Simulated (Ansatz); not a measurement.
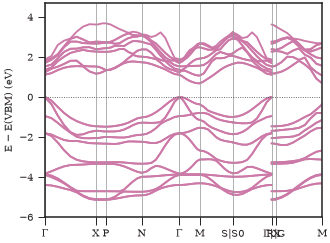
*Band structure from DFT-r²SCAN with spin–orbit coupling in the program Ansatz with PAW potentials*

Read off the gap and where the band edges lie.

About 0.7 eV (0.68 eV by a search for the band edges); maximum at Γ, minimum at M.

The material is Ca4Bi2O in space group I4/mmm (No. 139; Ca on 4e, Ca on 4c, Bi on 4e, O on 2b).

The workflow started from a Materials Project entry (that database holds measured and hypothetical structures alike); the Crystallography Open Database copy checked does not list it. Its standing as an ambient phase is unchecked. Symmetry was held in the r²SCAN relaxation; whether a distortion lowers the energy is not shown.

Potentials: the later of the program's two PAW sets.
